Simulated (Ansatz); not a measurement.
# H3S+ (triplet): PBE0, B3LYP over a scan of the distance S1–H2, 6-31G, part 2 of 2

Ansatz 0.2.0, Gaussian basis; 6-31G, all electrons in the functionals. Earlier steps stand in the parts before.

## (12) PBE0, 4.582 Å

in.yaml

```yaml
crystal:
  periodic: [false, false, false]
  atoms:
    - {symbol: S, position_ang: [0.000000, -0.131730, 0.000000]}
    - {symbol: H, position_ang: [0.000000, 4.450270, 0.000000]}
    - {symbol: H, position_ang: [0.000000, -0.129819, 1.520127]}
    - {symbol: H, position_ang: [0.000000, -0.129819, -1.520127]}
basis:
  gaussian: {orbitals: 6-31G}
total_charge: 1
magnetization: {spin_polarized: true, initial_magnetization: 2}
hamiltonian: {xc: {name: PBE0}}
output: {forces: true, orbitals: {seedname: orbitals}}
```

The run is started by

```sh
> ansatz run in.yaml --threads 1 --pin off --events-out ev --progress --plain --max-ram 2393MiB
```

The program printed, shortened:

```text
Functional definition: PBE0
  name "PBE0"
  cite "Adamo & Barone, J. Chem. Phys. 110, 6158 (1999) doi:10.1063/1.478522"
  cite "Perdew, Burke & Ernzerhof, Phys. Rev. Lett. 77, 3865 (1996) doi:10.1103/PhysRevLett.77.3865"
  parent pbe
[...]
236 factors; integrals over basis functions are off by at most 3.1e-4 eV
[...]
mean field -10863.04306268 eV, -399.2094693184 hartree, gradient 2.4e-9 eV, S^2 2.002464; 5 other end points of the search recorded, 0 dependent functions left out
[...]
reference -10863.04308703 eV, -399.2094702132 hartree; 10, 8 occupied and 9, 11 virtual orbitals, 236 factors
Total energy: -10863.04308703 eV, -399.2094702132 hartree
Atom 0 at     0.000000    -0.131730     0.000000 Å, force    -0.000000    -0.011222     0.000000 eV/Å
Atom 1 at     0.000000     4.450270     0.000000 Å, force    -0.000000     0.011652     0.000000 eV/Å
Atom 2 at     0.000000    -0.129819     1.520127 Å, force     0.000000    -0.000215    -2.002293 eV/Å
Atom 3 at     0.000000    -0.129819    -1.520127 Å, force     0.000000    -0.000215     2.002293 eV/Å
Dipole moment:     0.000000     0.000411    -0.000000 e Å
```

Wall time 2.1 s (1 thread of Intel Xeon 6975P-C, shared host).

From the report: ⟨S²⟩ of the determinant 2.002 (pure triplet: 2.00).

From 1.357 Å: +43.2 kcal/mol.

## (13) B3LYP, 1.106 Å

in.yaml

```yaml
crystal:
  periodic: [false, false, false]
  atoms:
    - {symbol: S, position_ang: [0.000000, -0.031880, 0.000000]}
    - {symbol: H, position_ang: [0.000000, 1.074120, 0.000000]}
    - {symbol: H, position_ang: [0.000000, -0.029969, 1.520127]}
    - {symbol: H, position_ang: [0.000000, -0.029969, -1.520127]}
basis:
  gaussian: {orbitals: 6-31G}
total_charge: 1
magnetization: {spin_polarized: true, initial_magnetization: 2}
hamiltonian: {xc: {name: B3LYP}}
```

The command is unchanged.

The program printed, shortened:

```text
Functional definition: B3LYP
  name "B3LYP"
  cite "Stephens, Devlin, Chabalowski & Frisch, J. Phys. Chem. 98, 11623 (1994) doi:10.1021/j100096a001"
  cite "Becke, Phys. Rev. A 38, 3098 (1988) doi:10.1103/PhysRevA.38.3098"
  cite "Lee, Yang & Parr, Phys. Rev. B 37, 785 (1988) doi:10.1103/PhysRevB.37.785"
  cite "Vosko, Wilk & Nusair, Can. J. Phys. 58, 1200 (1980) doi:10.1139/p80-159"
[...]
236 factors; integrals over basis functions are off by at most 3.1e-4 eV
[...]
mean field -10867.92094350 eV, -399.3887281321 hartree, gradient 5.9e-6 eV, S^2 2.008256; 0 other end points of the search recorded, 0 dependent functions left out
reference -10867.92110874 eV, -399.3887342046 hartree; 10, 8 occupied and 9, 11 virtual orbitals, 236 factors
Total energy: -10867.92110874 eV, -399.3887342046 hartree
```

It took 0.3 s on 1 thread of Intel Xeon 6975P-C, shared host.

From the report: ⟨S²⟩ of the determinant 2.008 (pure triplet: 2.00).

## (14) B3LYP, 1.235 Å

in.yaml

```yaml
crystal:
  periodic: [false, false, false]
  atoms:
    - {symbol: S, position_ang: [0.000000, -0.035586, 0.000000]}
    - {symbol: H, position_ang: [0.000000, 1.199414, 0.000000]}
    - {symbol: H, position_ang: [0.000000, -0.033675, 1.520127]}
    - {symbol: H, position_ang: [0.000000, -0.033675, -1.520127]}
basis:
  gaussian: {orbitals: 6-31G}
total_charge: 1
magnetization: {spin_polarized: true, initial_magnetization: 2}
hamiltonian: {xc: {name: B3LYP}}
```

Launched as before.

The program printed, shortened:

```text
Functional definition: B3LYP
  name "B3LYP"
  cite "Stephens, Devlin, Chabalowski & Frisch, J. Phys. Chem. 98, 11623 (1994) doi:10.1021/j100096a001"
  cite "Becke, Phys. Rev. A 38, 3098 (1988) doi:10.1103/PhysRevA.38.3098"
  cite "Lee, Yang & Parr, Phys. Rev. B 37, 785 (1988) doi:10.1103/PhysRevB.37.785"
  cite "Vosko, Wilk & Nusair, Can. J. Phys. 58, 1200 (1980) doi:10.1139/p80-159"
[...]
236 factors; integrals over basis functions are off by at most 3.1e-4 eV
[...]
mean field -10869.09276281 eV, -399.4317916977 hartree, gradient 8.5e-6 eV, S^2 2.008639; 0 other end points of the search recorded, 0 dependent functions left out
reference -10869.09293079 eV, -399.4317978706 hartree; 10, 8 occupied and 9, 11 virtual orbitals, 236 factors
Total energy: -10869.09293079 eV, -399.4317978706 hartree
```

Run time: 0.3 s. Hardware: 1 thread of Intel Xeon 6975P-C, shared host.

From the report: ⟨S²⟩ of the determinant 2.009 (pure triplet: 2.00).

## (15) B3LYP, 1.357 Å

in.yaml

```yaml
crystal:
  periodic: [false, false, false]
  atoms:
    - {symbol: S, position_ang: [0.000000, -0.039104, 0.000000]}
    - {symbol: H, position_ang: [0.000000, 1.318376, 0.000000]}
    - {symbol: H, position_ang: [0.000000, -0.037193, 1.520127]}
    - {symbol: H, position_ang: [0.000000, -0.037193, -1.520127]}
basis:
  gaussian: {orbitals: 6-31G}
total_charge: 1
magnetization: {spin_polarized: true, initial_magnetization: 2}
hamiltonian: {xc: {name: B3LYP}}
```

The command is unchanged.

The program printed, shortened:

```text
Functional definition: B3LYP
  name "B3LYP"
  cite "Stephens, Devlin, Chabalowski & Frisch, J. Phys. Chem. 98, 11623 (1994) doi:10.1021/j100096a001"
  cite "Becke, Phys. Rev. A 38, 3098 (1988) doi:10.1103/PhysRevA.38.3098"
  cite "Lee, Yang & Parr, Phys. Rev. B 37, 785 (1988) doi:10.1103/PhysRevB.37.785"
  cite "Vosko, Wilk & Nusair, Can. J. Phys. 58, 1200 (1980) doi:10.1139/p80-159"
[...]
236 factors; integrals over basis functions are off by at most 3.1e-4 eV
[...]
mean field -10869.43788800 eV, -399.4444748143 hartree, gradient 2.5e-5 eV, S^2 2.009135; 0 other end points of the search recorded, 0 dependent functions left out
reference -10869.43805748 eV, -399.4444810427 hartree; 10, 8 occupied and 9, 11 virtual orbitals, 236 factors
Total energy: -10869.43805748 eV, -399.4444810427 hartree
```

It took 0.3 s on 1 thread of Intel Xeon 6975P-C, shared host.

From the report: ⟨S²⟩ of the determinant 2.009 (pure triplet: 2.00).

## (16) B3LYP, 1.485 Å

in.yaml

```yaml
crystal:
  periodic: [false, false, false]
  atoms:
    - {symbol: S, position_ang: [0.000000, -0.042767, 0.000000]}
    - {symbol: H, position_ang: [0.000000, 1.442233, 0.000000]}
    - {symbol: H, position_ang: [0.000000, -0.040856, 1.520127]}
    - {symbol: H, position_ang: [0.000000, -0.040856, -1.520127]}
basis:
  gaussian: {orbitals: 6-31G}
total_charge: 1
magnetization: {spin_polarized: true, initial_magnetization: 2}
hamiltonian: {xc: {name: B3LYP}}
```

Launched as before.

The program printed, shortened:

```text
Functional definition: B3LYP
  name "B3LYP"
  cite "Stephens, Devlin, Chabalowski & Frisch, J. Phys. Chem. 98, 11623 (1994) doi:10.1021/j100096a001"
  cite "Becke, Phys. Rev. A 38, 3098 (1988) doi:10.1103/PhysRevA.38.3098"
  cite "Lee, Yang & Parr, Phys. Rev. B 37, 785 (1988) doi:10.1103/PhysRevB.37.785"
  cite "Vosko, Wilk & Nusair, Can. J. Phys. 58, 1200 (1980) doi:10.1139/p80-159"
[...]
236 factors; integrals over basis functions are off by at most 3.3e-4 eV
[...]
mean field -10869.38233828 eV, -399.4424334000 hartree, gradient 3.4e-5 eV, S^2 2.009917; 0 other end points of the search recorded, 0 dependent functions left out
reference -10869.38250906 eV, -399.4424396759 hartree; 10, 8 occupied and 9, 11 virtual orbitals, 236 factors
Total energy: -10869.38250906 eV, -399.4424396759 hartree
```

It took 0.33 s on 1 thread of Intel Xeon 6975P-C, shared host.

From the report: ⟨S²⟩ of the determinant 2.010 (pure triplet: 2.00).

From 1.357 Å: +1.3 kcal/mol.

## (17) B3LYP, 1.690 Å

in.yaml

```yaml
crystal:
  periodic: [false, false, false]
  atoms:
    - {symbol: S, position_ang: [0.000000, -0.048656, 0.000000]}
    - {symbol: H, position_ang: [0.000000, 1.641344, 0.000000]}
    - {symbol: H, position_ang: [0.000000, -0.046745, 1.520127]}
    - {symbol: H, position_ang: [0.000000, -0.046745, -1.520127]}
basis:
  gaussian: {orbitals: 6-31G}
total_charge: 1
magnetization: {spin_polarized: true, initial_magnetization: 2}
hamiltonian: {xc: {name: B3LYP}}
```

The command is unchanged.

The program printed, shortened:

```text
Functional definition: B3LYP
  name "B3LYP"
  cite "Stephens, Devlin, Chabalowski & Frisch, J. Phys. Chem. 98, 11623 (1994) doi:10.1021/j100096a001"
  cite "Becke, Phys. Rev. A 38, 3098 (1988) doi:10.1103/PhysRevA.38.3098"
  cite "Lee, Yang & Parr, Phys. Rev. B 37, 785 (1988) doi:10.1103/PhysRevB.37.785"
  cite "Vosko, Wilk & Nusair, Can. J. Phys. 58, 1200 (1980) doi:10.1139/p80-159"
[...]
236 factors; integrals over basis functions are off by at most 3.7e-4 eV
[...]
mean field -10868.90579018 eV, -399.4249205802 hartree, gradient 4.2e-5 eV, S^2 2.012319; 0 other end points of the search recorded, 0 dependent functions left out
reference -10868.90596448 eV, -399.4249269856 hartree; 10, 8 occupied and 9, 11 virtual orbitals, 236 factors
Total energy: -10868.90596448 eV, -399.4249269856 hartree
```

It took 0.33 s on 1 thread of Intel Xeon 6975P-C, shared host.

From the report: ⟨S²⟩ of the determinant 2.012 (pure triplet: 2.00).

From 1.357 Å: +12.3 kcal/mol.

## (18) B3LYP, 1.882 Å

in.yaml

```yaml
crystal:
  periodic: [false, false, false]
  atoms:
    - {symbol: S, position_ang: [0.000000, -0.054171, 0.000000]}
    - {symbol: H, position_ang: [0.000000, 1.827829, 0.000000]}
    - {symbol: H, position_ang: [0.000000, -0.052260, 1.520127]}
    - {symbol: H, position_ang: [0.000000, -0.052260, -1.520127]}
basis:
  gaussian: {orbitals: 6-31G}
total_charge: 1
magnetization: {spin_polarized: true, initial_magnetization: 2}
hamiltonian: {xc: {name: B3LYP}}
```

The command is unchanged.

The program printed, shortened:

```text
Functional definition: B3LYP
  name "B3LYP"
  cite "Stephens, Devlin, Chabalowski & Frisch, J. Phys. Chem. 98, 11623 (1994) doi:10.1021/j100096a001"
  cite "Becke, Phys. Rev. A 38, 3098 (1988) doi:10.1103/PhysRevA.38.3098"
  cite "Lee, Yang & Parr, Phys. Rev. B 37, 785 (1988) doi:10.1103/PhysRevB.37.785"
  cite "Vosko, Wilk & Nusair, Can. J. Phys. 58, 1200 (1980) doi:10.1139/p80-159"
[...]
236 factors; integrals over basis functions are off by at most 3.1e-4 eV
[...]
mean field -10868.33308393 eV, -399.4038740138 hartree, gradient 2.3e-5 eV, S^2 2.015464; 2 other end points of the search recorded, 0 dependent functions left out
reference -10868.33326076 eV, -399.4038805121 hartree; 10, 8 occupied and 9, 11 virtual orbitals, 236 factors
Total energy: -10868.33326076 eV, -399.4038805121 hartree
```

Run time: 0.39 s. Hardware: 1 thread of Intel Xeon 6975P-C, shared host.

From the report: ⟨S²⟩ of the determinant 2.015 (pure triplet: 2.00).

From 1.357 Å: +25.5 kcal/mol.

## (19) B3LYP, 2.198 Å

in.yaml

```yaml
crystal:
  periodic: [false, false, false]
  atoms:
    - {symbol: S, position_ang: [0.000000, -0.063248, 0.000000]}
    - {symbol: H, position_ang: [0.000000, 2.134752, 0.000000]}
    - {symbol: H, position_ang: [0.000000, -0.061337, 1.520127]}
    - {symbol: H, position_ang: [0.000000, -0.061337, -1.520127]}
basis:
  gaussian: {orbitals: 6-31G}
total_charge: 1
magnetization: {spin_polarized: true, initial_magnetization: 2}
hamiltonian: {xc: {name: B3LYP}}
```

Launched as before.

The program printed, shortened:

```text
Functional definition: B3LYP
  name "B3LYP"
  cite "Stephens, Devlin, Chabalowski & Frisch, J. Phys. Chem. 98, 11623 (1994) doi:10.1021/j100096a001"
  cite "Becke, Phys. Rev. A 38, 3098 (1988) doi:10.1103/PhysRevA.38.3098"
  cite "Lee, Yang & Parr, Phys. Rev. B 37, 785 (1988) doi:10.1103/PhysRevB.37.785"
  cite "Vosko, Wilk & Nusair, Can. J. Phys. 58, 1200 (1980) doi:10.1139/p80-159"
[...]
236 factors; integrals over basis functions are off by at most 3.1e-4 eV
[...]
mean field -10867.62284191 eV, -399.3777731008 hartree, gradient 6.4e-6 eV, S^2 2.035829; 3 other end points of the search recorded, 0 dependent functions left out
reference -10867.62302101 eV, -399.3777796826 hartree; 10, 8 occupied and 9, 11 virtual orbitals, 236 factors
Total energy: -10867.62302101 eV, -399.3777796826 hartree
```

It took 0.33 s on 1 thread of Intel Xeon 6975P-C, shared host.

From the report: ⟨S²⟩ of the determinant 2.036 (pure triplet: 2.00).

From 1.357 Å: +41.9 kcal/mol.

## (20) B3LYP, 2.567 Å

in.yaml

```yaml
crystal:
  periodic: [false, false, false]
  atoms:
    - {symbol: S, position_ang: [0.000000, -0.073848, 0.000000]}
    - {symbol: H, position_ang: [0.000000, 2.493152, 0.000000]}
    - {symbol: H, position_ang: [0.000000, -0.071937, 1.520127]}
    - {symbol: H, position_ang: [0.000000, -0.071937, -1.520127]}
basis:
  gaussian: {orbitals: 6-31G}
total_charge: 1
magnetization: {spin_polarized: true, initial_magnetization: 2}
hamiltonian: {xc: {name: B3LYP}}
```

Launched as before.

The program printed, shortened:

```text
Functional definition: B3LYP
  name "B3LYP"
  cite "Stephens, Devlin, Chabalowski & Frisch, J. Phys. Chem. 98, 11623 (1994) doi:10.1021/j100096a001"
  cite "Becke, Phys. Rev. A 38, 3098 (1988) doi:10.1103/PhysRevA.38.3098"
  cite "Lee, Yang & Parr, Phys. Rev. B 37, 785 (1988) doi:10.1103/PhysRevB.37.785"
  cite "Vosko, Wilk & Nusair, Can. J. Phys. 58, 1200 (1980) doi:10.1139/p80-159"
[...]
236 factors; integrals over basis functions are off by at most 3.1e-4 eV
[...]
mean field -10867.47307817 eV, -399.3722693848 hartree, gradient 7.0e-6 eV, S^2 2.032545; 4 other end points of the search recorded, 0 dependent functions left out
reference -10867.47326036 eV, -399.3722760804 hartree; 10, 8 occupied and 9, 11 virtual orbitals, 236 factors
Total energy: -10867.47326036 eV, -399.3722760804 hartree
```

Run time: 0.57 s. Hardware: 1 thread of Intel Xeon 6975P-C, shared host.

From the report: ⟨S²⟩ of the determinant 2.033 (pure triplet: 2.00).

From 1.357 Å: +45.3 kcal/mol.

## (21) B3LYP, 3.018 Å

in.yaml

```yaml
crystal:
  periodic: [false, false, false]
  atoms:
    - {symbol: S, position_ang: [0.000000, -0.086803, 0.000000]}
    - {symbol: H, position_ang: [0.000000, 2.931197, 0.000000]}
    - {symbol: H, position_ang: [0.000000, -0.084892, 1.520127]}
    - {symbol: H, position_ang: [0.000000, -0.084892, -1.520127]}
basis:
  gaussian: {orbitals: 6-31G}
total_charge: 1
magnetization: {spin_polarized: true, initial_magnetization: 2}
hamiltonian: {xc: {name: B3LYP}}
```

The command is unchanged.

The program printed, shortened:

```text
Functional definition: B3LYP
  name "B3LYP"
  cite "Stephens, Devlin, Chabalowski & Frisch, J. Phys. Chem. 98, 11623 (1994) doi:10.1021/j100096a001"
  cite "Becke, Phys. Rev. A 38, 3098 (1988) doi:10.1103/PhysRevA.38.3098"
  cite "Lee, Yang & Parr, Phys. Rev. B 37, 785 (1988) doi:10.1103/PhysRevB.37.785"
  cite "Vosko, Wilk & Nusair, Can. J. Phys. 58, 1200 (1980) doi:10.1139/p80-159"
[...]
236 factors; integrals over basis functions are off by at most 3.1e-4 eV
[...]
mean field -10867.48592678 eV, -399.3727415626 hartree, gradient 7.4e-6 eV, S^2 2.009649; 5 other end points of the search recorded, 0 dependent functions left out
reference -10867.48611881 eV, -399.3727486195 hartree; 10, 8 occupied and 9, 11 virtual orbitals, 236 factors
Total energy: -10867.48611881 eV, -399.3727486195 hartree
```

It took 0.72 s on 1 thread of Intel Xeon 6975P-C, shared host.

From the report: ⟨S²⟩ of the determinant 2.010 (pure triplet: 2.00).

From 1.357 Å: +45.0 kcal/mol.

## (22) B3LYP, 3.628 Å

in.yaml

```yaml
crystal:
  periodic: [false, false, false]
  atoms:
    - {symbol: S, position_ang: [0.000000, -0.104325, 0.000000]}
    - {symbol: H, position_ang: [0.000000, 3.523675, 0.000000]}
    - {symbol: H, position_ang: [0.000000, -0.102414, 1.520127]}
    - {symbol: H, position_ang: [0.000000, -0.102414, -1.520127]}
basis:
  gaussian: {orbitals: 6-31G}
total_charge: 1
magnetization: {spin_polarized: true, initial_magnetization: 2}
hamiltonian: {xc: {name: B3LYP}}
```

Launched as before.

The program printed, shortened:

```text
Functional definition: B3LYP
  name "B3LYP"
  cite "Stephens, Devlin, Chabalowski & Frisch, J. Phys. Chem. 98, 11623 (1994) doi:10.1021/j100096a001"
  cite "Becke, Phys. Rev. A 38, 3098 (1988) doi:10.1103/PhysRevA.38.3098"
  cite "Lee, Yang & Parr, Phys. Rev. B 37, 785 (1988) doi:10.1103/PhysRevB.37.785"
  cite "Vosko, Wilk & Nusair, Can. J. Phys. 58, 1200 (1980) doi:10.1139/p80-159"
[...]
237 factors; integrals over basis functions are off by at most 3.1e-4 eV
[...]
mean field -10867.49750417 eV, -399.3731670239 hartree, gradient 8.8e-6 eV, S^2 2.003331; 5 other end points of the search recorded, 0 dependent functions left out
reference -10867.49771298 eV, -399.3731746977 hartree; 10, 8 occupied and 9, 11 virtual orbitals, 237 factors
Total energy: -10867.49771298 eV, -399.3731746977 hartree
```

Run time: 1.1 s. Hardware: 1 thread of Intel Xeon 6975P-C, shared host.

From the report: ⟨S²⟩ of the determinant 2.003 (pure triplet: 2.00).

From 1.357 Å: +44.7 kcal/mol.

## (23) B3LYP, 4.582 Å

in.yaml

```yaml
crystal:
  periodic: [false, false, false]
  atoms:
    - {symbol: S, position_ang: [0.000000, -0.131730, 0.000000]}
    - {symbol: H, position_ang: [0.000000, 4.450270, 0.000000]}
    - {symbol: H, position_ang: [0.000000, -0.129819, 1.520127]}
    - {symbol: H, position_ang: [0.000000, -0.129819, -1.520127]}
basis:
  gaussian: {orbitals: 6-31G}
total_charge: 1
magnetization: {spin_polarized: true, initial_magnetization: 2}
hamiltonian: {xc: {name: B3LYP}}
```

Launched as before.

The program printed, shortened:

```text
Functional definition: B3LYP
  name "B3LYP"
  cite "Stephens, Devlin, Chabalowski & Frisch, J. Phys. Chem. 98, 11623 (1994) doi:10.1021/j100096a001"
  cite "Becke, Phys. Rev. A 38, 3098 (1988) doi:10.1103/PhysRevA.38.3098"
  cite "Lee, Yang & Parr, Phys. Rev. B 37, 785 (1988) doi:10.1103/PhysRevB.37.785"
  cite "Vosko, Wilk & Nusair, Can. J. Phys. 58, 1200 (1980) doi:10.1139/p80-159"
[...]
236 factors; integrals over basis functions are off by at most 3.1e-4 eV
[...]
mean field -10867.52063175 eV, -399.3740169467 hartree, gradient 1.5e-6 eV, S^2 2.001571; 5 other end points of the search recorded, 0 dependent functions left out
reference -10867.52086620 eV, -399.3740255627 hartree; 10, 8 occupied and 9, 11 virtual orbitals, 236 factors
Total energy: -10867.52086620 eV, -399.3740255627 hartree
```

It took 0.87 s on 1 thread of Intel Xeon 6975P-C, shared host.

From the report: ⟨S²⟩ of the determinant 2.002 (pure triplet: 2.00).

From 1.357 Å: +44.2 kcal/mol.

## (24) The comparison

The yardstick is full CI for this spin, exact in this basis with these frozen cores. It comes from earlier runs at the same points. Energies in kcal/mol, counted from 1.357 Å; blanks weren't run or aren't comparable.

```
level  1.106 Å  1.235 Å  1.357 Å  1.485 Å  1.690 Å  1.882 Å  2.198 Å  2.567 Å  3.018 Å  3.628 Å  4.582 Å
  FCI     35.1      8.0      0.0      1.1     11.1     22.8     39.3     40.3     37.3     36.4     36.3
 PBE0     34.7      7.7      0.0      1.6     13.2     26.9     43.6     44.8     43.7     43.3     43.2
B3LYP     35.0      8.0      0.0      1.3     12.3     25.5     41.9     45.3     45.0     44.7     44.2
```

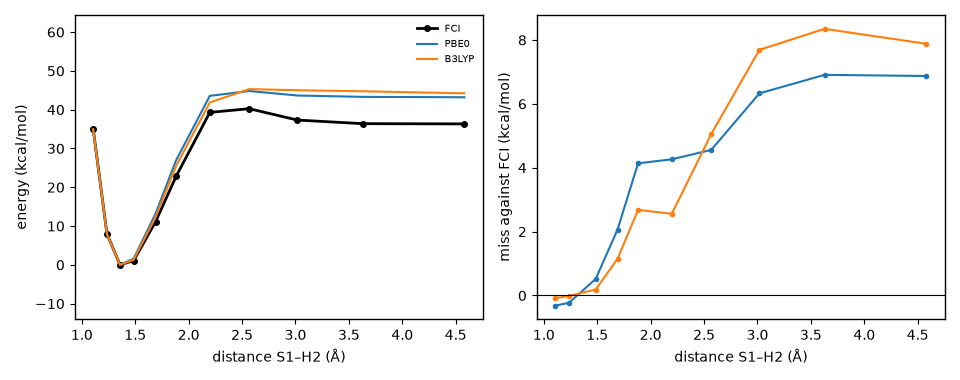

Left: the curves (the axis may cut off levels that run far away). Right: misses against FCI, in the same colours.

Largest miss and mean time a point (FCI took 1.2 s a point; shared hosts):

```
level  largest miss (kcal/mol)    where  time a point
 PBE0                     +6.9  3.628 Å        0.61 s
B3LYP                     +8.3  3.628 Å        0.51 s
```

## (25) What came out

The summary covers parts 1 to 2.

| quantity | value |
| --- | --- |
| span of the FCI curve | 40.3 kcal/mol |
| largest miss, PBE0 | +6.9 kcal/mol (3.628 Å) |
| largest miss, B3LYP | +8.3 kcal/mol (3.628 Å) |

**Reading.** Of the functionals, PBE0 keep the smallest largest miss at the points compared (at most 6.9 kcal/mol) and B3LYP strays most (8.3 kcal/mol, at 3.628 Å). Functionals and the yardstick converge differently with the basis, so part of each miss in 6-31G is the basis.
